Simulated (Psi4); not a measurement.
# TPSS/6-31G(d) (spherical functions) run of BGeNH6 (SMILES B[NH][GeH3])

Aim: the vertical ionisation energy of BGeNH6 at TPSS/6-31G* (spherical functions), from 2 runs. 

The results are computed with Psi4 1.11.

5 further runs of the same task are left out: 3 that didn't finish, 2 set aside as unsound or not needed.

**1. The structure to begin with**

BGeNH6: 9 atoms, total charge 0, spin state singlet. As SMILES, `B[NH][GeH3]`. The coordinates come from a PBE0-D4/def2-TZVP relaxation.

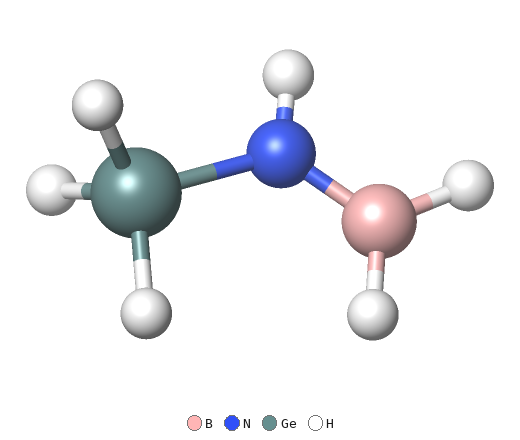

Viewed from a chosen angle; boron pink, nitrogen blue, germanium teal, hydrogen white.

**2. The energy at TPSS/6-31G(d) (spherical functions)**

calc.inp

```
memory 2200 MB

molecule {
  0 1
  B
  N 1 R2
  Ge 2 R3 1 A3
  H 1 R4 2 A4 3 D4
  H 1 R5 4 A5 2 D5
  H 2 R6 1 A6 5 D6
  H 3 R7 2 A7 6 D7
  H 3 R8 7 A8 2 D8
  H 3 R9 8 A9 7 D9

  R2 = 1.391923
  R3 = 1.853587
  A3 = 126.22471
  R4 = 1.199334
  A4 = 119.19094
  D4 = -0.01862
  R5 = 1.199186
  A5 = 121.24037
  D5 = 179.9922
  R6 = 1.009785
  A6 = 117.87217
  D6 = -0.01467
  R7 = 1.538344
  A7 = 109.09844
  D7 = -59.52297
  R8 = 1.529696
  A8 = 111.48374
  D8 = 117.29301
  R9 = 1.538234
  A9 = 111.50349
  D9 = -122.22673
  units angstrom
  symmetry c1
  no_reorient
  no_com
}

set {
  reference            rks
  puream               true
  e_convergence        1e-09
  d_convergence        1e-08
  scf_type             pk
  dft_radial_points    99
  dft_spherical_points 590
}

energy_value, wavefunction = energy('tpss/6-31G*', return_wfn=True)
oeprop(wavefunction, 'DIPOLE', 'MULLIKEN_CHARGES', 'WIBERG_LOWDIN_INDICES')
```

Started as:

```bash
$ psi4 -i calc.inp -o calc.out -n 1
```

calc.out:

```text
[...]
  Running in c1 symmetry.
[...]
  Nuclear repulsion =  177.534477274152806
[...]
  Multiplicity = 1
[...]
  Nalpha       = 25
  Nbeta        = 25
[...]
    Number of basis functions: 72
[...]
   @RKS iter   1: -2158.27196753325188   -1.71078e+00   3.94109e-02 DIIS/ADIIS
[...]
   @RKS iter  12: -2159.94158325232502    4.54747e-13   6.26117e-09 DIIS
[...]
    Orbital Energies [Eh]
    ---------------------
    Doubly Occupied:
       1A   -397.716525     2A    -49.329337     3A    -43.869855
       4A    -43.869430     5A    -43.869373     6A    -14.114437
       7A     -6.570116     8A     -6.064055     9A     -4.251561
      10A     -4.249755    11A     -4.249507    12A     -1.109753
      13A     -1.107102    14A     -1.106381    15A     -1.104649
      16A     -1.104451    17A     -0.793602    18A     -0.526122
      19A     -0.474695    20A     -0.390577    21A     -0.336196
      22A     -0.332629    23A     -0.320286    24A     -0.270882
      25A     -0.253904
[...]
  @RKS Final Energy: -2159.94158325232502
   => Energetics <=
    Nuclear Repulsion Energy =            177.5344772741528061
    One-Electron Energy =               -3357.5935931533285839
    Two-Electron Energy =                1112.3497704061937839
    DFT Exchange-Correlation Energy =     -92.2322377793430235
    Empirical Dispersion Energy =           0.0000000000000000
    VV10 Nonlocal Energy =                  0.0000000000000000
    Total Energy =                      -2159.9415832523250174
[...]
 Multipole Moments:
 ------------------------------------------------------------------------------------
     Multipole            Electronic (a.u.)      Nuclear  (a.u.)        Total (a.u.)
 ------------------------------------------------------------------------------------
 L = 1.  Multiply by 2.5417464519 to convert [e a0] to [Debye]
 Dipole X            :         -0.0008220            0.0006512           -0.0001708
 Dipole Y            :         -4.3392937            4.3892256            0.0499319
 Dipole Z            :          6.0929883           -5.3559039            0.7370844
 Magnitude           :                                                    0.7387737
[...]
  Mulliken Charges: (a.u.)
   Center  Symbol    Alpha    Beta     Spin     Total
       1     B     2.44688  2.44688  0.00000  0.10625
       2     N     3.76645  3.76645  0.00000 -0.53290
       3    GE    15.94961 15.94961  0.00000  0.10078
       4     H     0.52216  0.52216  0.00000 -0.04432
       5     H     0.52180  0.52180  0.00000 -0.04360
       6     H     0.33404  0.33404  0.00000  0.33193
       7     H     0.49035  0.49035  0.00000  0.01930
       8     H     0.47841  0.47841  0.00000  0.04319
       9     H     0.49032  0.49032  0.00000  0.01937
   Total alpha = 25.00000, Total beta = 25.00000, Total charge =  0.00000
[...]
```

It took 47 s on 1 thread of AMD EPYC 7R43 (Zen 3), shared host; peak memory 1.3 GiB.

**3. The doublet cation: energy and gradient at UTPSS/6-31G(d) (spherical functions)**

bgeh6n.py

```python
import psi4

psi4.set_memory('2200 MB')
psi4.set_num_threads(1)
psi4.core.set_output_file('run.log', False)

mol = psi4.geometry("""
1 2
B     -1.65162063     1.18958260    -2.19756251
N     -0.04403062     1.29843082    -0.11848583
Ge     1.25704582    -1.43883747     1.63763666
H     -2.30149745    -0.83280230    -2.98765700
H     -2.36045690     3.11237893    -3.16491331
H      0.47980146     3.02053824     0.51495037
H      4.16042104    -1.35077623     1.52104056
H      0.21712953    -3.80817609     0.34884344
H      0.41063749    -1.27745486     4.41383331
units au
symmetry c1
""")

options = {'reference': 'uks', 'puream': True, 'e_convergence': 1e-09, 'd_convergence': 1e-08, 'scf_type': 'pk', 'dft_radial_points': 99, 'dft_spherical_points': 590, 'maxiter': 100}
psi4.set_options(options)

energy_value, wavefunction = psi4.gradient("tpss/6-31G*", return_wfn=True)
psi4.oeprop(wavefunction, "QUADRUPOLE", "MAYER_INDICES", "WIBERG_LOWDIN_INDICES", title="TPSS")
print('gradient / Eh bohr^-1')
print(energy_value.np.round(6))
print(f'energy = {wavefunction.energy():.10f} Eh')
```

Started as:

```bash
$ python bgeh6n.py
```

run.log:

```text
[...]
  Running in c1 symmetry.
[...]
  Nuclear repulsion =  177.534512199236900
[...]
  Multiplicity = 2
[...]
  Nalpha       = 25
  Nbeta        = 24
[...]
    Number of basis functions: 72
[...]
   @UKS iter   1: -2158.10005655856594   -1.53886e+00   3.85276e-02 DIIS/ADIIS
[...]
   @UKS iter  22: -2159.56954450786907    1.36424e-12   5.58426e-09 DIIS
[...]
   @S^2 Observed:                7.564394639E-01
[...]
  @UKS Final Energy: -2159.56954450786907
   => Energetics <=
    Nuclear Repulsion Energy =            177.5345121992369002
    One-Electron Energy =               -3345.3732152554466666
    Two-Electron Energy =                1100.1980730798245531
    DFT Exchange-Correlation Energy =     -91.9289145314836418
    Empirical Dispersion Energy =           0.0000000000000000
    VV10 Nonlocal Energy =                  0.0000000000000000
    Total Energy =                      -2159.5695445078690682
[...]
  -Total Gradient:
     Atom            X                  Y                   Z
    ------   -----------------  -----------------  -----------------
       1        0.057730899654     0.003984709028     0.074654837585
       2       -0.040433969564    -0.003215114290    -0.052223630081
       3        0.000943954577     0.034301653346     0.000738106622
       4       -0.003281993645    -0.004158359258    -0.004339424111
       5       -0.003689722342     0.003822418254    -0.004677183413
       6       -0.005277674020    -0.017475840001    -0.006635658029
       7       -0.006881800036    -0.007063899081    -0.001760292501
       8        0.000958342651    -0.002973277362     0.001276290342
       9       -0.000059462654    -0.007230939317    -0.007021712844
[...]
 Multipole Moments:
 ------------------------------------------------------------------------------------
     Multipole            Electronic (a.u.)      Nuclear  (a.u.)        Total (a.u.)
 ------------------------------------------------------------------------------------
 L = 1.  Multiply by 2.5417464519 to convert [e a0] to [Debye]
 Dipole X            :          3.3380664           -3.3287215            0.0093448
 Dipole Y            :         -3.2855959            4.1632646            0.8776686
 Dipole Z            :          4.4114713           -4.4201616           -0.0086903
 Magnitude           :                                                    0.8777614
 L = 2.  Multiply by 1.3450342976 to convert [e a0^2] to [Debye ang]
 Quadrupole XX       :        -91.1650564           72.2425728          -18.9224836
 Quadrupole XY       :         57.1269846          -58.5894316           -1.4624470
[...]
```

The script printed:

```text
gradient / Eh bohr^-1
[[ 5.7731e-02  3.9850e-03  7.4655e-02]
 [-4.0434e-02 -3.2150e-03 -5.2224e-02]
 [ 9.4400e-04  3.4302e-02  7.3800e-04]
 [-3.2820e-03 -4.1580e-03 -4.3390e-03]
 [-3.6900e-03  3.8220e-03 -4.6770e-03]
 [-5.2780e-03 -1.7476e-02 -6.6360e-03]
 [-6.8820e-03 -7.0640e-03 -1.7600e-03]
 [ 9.5800e-04 -2.9730e-03  1.2760e-03]
 [-5.9000e-05 -7.2310e-03 -7.0220e-03]]
energy = -2159.5695445079 Eh
```

It took 2.6 min on 1 thread of AMD EPYC 7R43 (Zen 3), shared host; peak memory 1.3 GiB.

**4. Summary of results**

Level: TPSS/6-31G* (spherical functions).

| quantity | value |
| --- | --- |
| singlet BGeNH6: total energy | -2159.94158 Eh |
| singlet BGeNH6: dipole moment | 1.88 D |
| singlet BGeNH6: HOMO energy | -6.91 eV |
| singlet BGeNH6: LUMO energy | -0.17 eV |
| singlet BGeNH6: HOMO–LUMO gap | 6.74 eV |
| doublet cation: total energy | -2159.56954 Eh |
| doublet cation: HOMO energy (highest over α and β) | -13.34 eV |
| doublet cation: LUMO energy (lowest over α and β) | -13.26 eV |
| doublet cation: ⟨S²⟩ | 0.756 |
| doublet cation: largest force on an atom | 4.857 eV/Å |
| vertical ionisation energy (to the doublet cation) | 10.124 eV |

What this shows: The vertical ionisation energy comes to 10.12 eV (977 kJ/mol). −ε(HOMO) before ionisation, 6.91 eV, is 3.21 eV below this ionisation energy. Mulliken charges (singlet BGeNH6) run from -0.53 on N2 to +0.33 on H6.
